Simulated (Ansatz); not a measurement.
HfO$_{2}$ (fluorite)

```xyz
3
Lattice="0.0000 2.5491 2.5491 2.5491 0.0000 2.5491 2.5491 2.5491 0.0000" Properties=species:S:1:pos:R:3 pbc="T T T"
Hf     0.0000     0.0000     0.0000
O      1.2745     1.2745     1.2745
O      3.8236     3.8236     3.8236
```

The volume is varied about the relaxed value V₀ at fixed cell shape. Symmetry pins the atoms to their sites.

All values below come from PBE (plane waves to 420 eV, PAW, scalar-relativistic; Ansatz, a quantum-chemistry and plane-wave program). k mesh 11×11×11 (Γ-centred), Fermi-Dirac smearing 0.05 eV. Energies are smeared free energies. HfO2 is run without spin polarisation. HfO2 was relaxed with its symmetry unable to fall. Spin-orbit coupling is left out, though Hf is heavy. The PAW data are Ansatz's earlier set. This is a high-temperature form of HfO2. ΔE is measured from the relaxed starting cell.

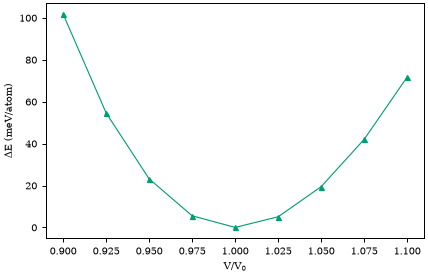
Fig. 1. ΔE (meV/atom) against V/V₀; computed points joined by lines.

**Question.** What is ΔE at V/V₀ = 0.900?

**Answer.** About 100 meV/atom.

**Question.** What is ΔE at V/V₀ = 1.100?

**Answer.** About 72 meV/atom.

(Under strain, the slope of the energy per volume gives the stress and its curvature an elastic modulus.)
